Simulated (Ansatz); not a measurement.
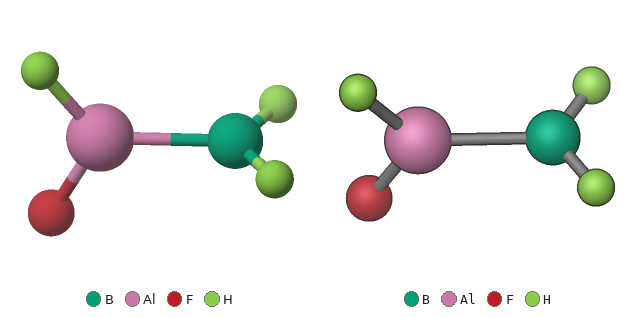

Both panels show the same species.

What is the molecular formula?

Answer. AlBFH3, 6 atoms: 1 aluminium, 1 boron, 1 fluorine and 3 hydrogen.

How many bonds of each kind are drawn?

Answer. 2 B–H, 1 Al–B, 1 Al–F, 1 Al–H. Sticks follow a distance rule.

How many atoms are distinct by symmetry?

Answer. 5: 1 B, 1 Al, 1 F, 2 H, 1 H.

More results for the same structure follow; atom numbers are the same in all pictures, views and colours differ. The geometry was computed by an optimisation with PBE0-D4/def2-TZVP. No frequency run is at hand to confirm it as a minimum.

**Shape**

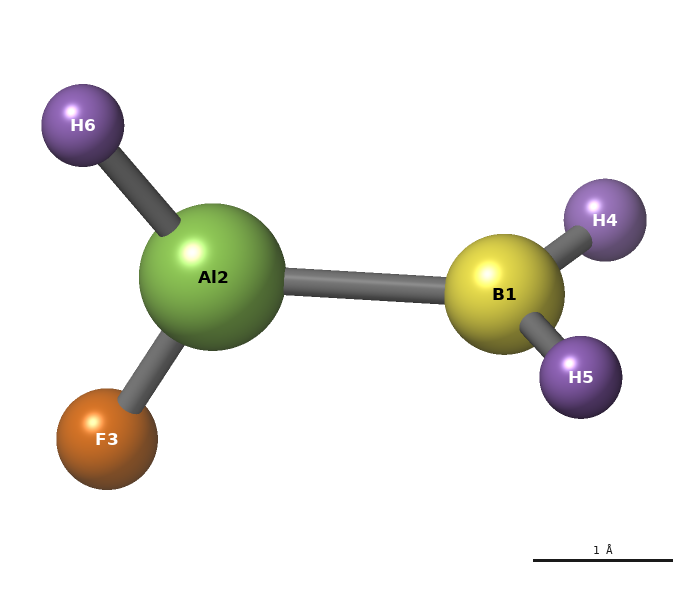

The atoms are numbered. No frequency run is at hand to confirm it as a minimum.

Give the bond lengths.

```tsv
bond	length (Å)
B1–Al2	2.121
B1–H4	1.199
B1–H5	1.199
Al2–F3	1.657
Al2–H6	1.586
```

**Electronic properties**

No frequency run is at hand to confirm it as a minimum. Properties computed with RKS PBE0-D4/def2-TZVPP (Ansatz 0.2.0).

Estimate the HOMO energy (Kohn–Sham orbital).

Answer. −7.79 eV.

Give the HOMO–LUMO gap at this level.

Answer. 5.13 eV.

**Dipole moment**

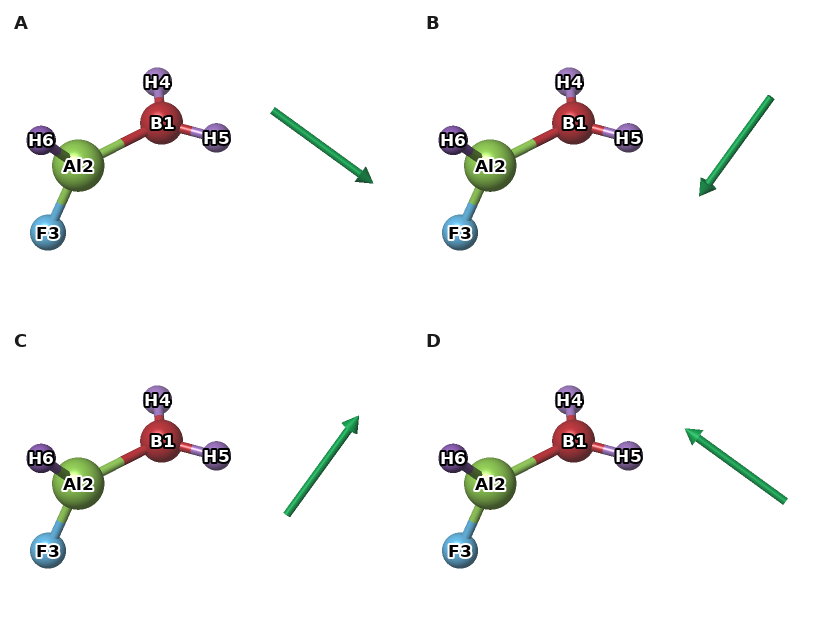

The same molecule four times, each with an arrow. No frequency run is at hand to confirm it as a minimum. Properties computed with RKS PBE0-D4/def2-TZVP (Ansatz 0.2.0).

Which arrow points along the dipole moment, from the negative to the positive end?

Answer. C. The dipole moment is 1.65 D; it points from the side of F3 to the side of H4, H5 (the outermost atoms at the two ends).

**Charges**

The questions are on Mulliken charges. No frequency run is at hand to confirm it as a minimum. Method: RKS PBE0-D4/def2-TZVP (Ansatz 0.2.0).

Give the Mulliken charges atom by atom.

| atom | value (e) |
| --- | --- |
| B1 | −0.15 |
| Al2 | 0.52 |
| F3 | −0.35 |
| H4 | 0.04 |
| H5 | 0.04 |
| H6 | −0.10 |

Mulliken values depend strongly on the basis set and can even reverse the polarity of a bond.
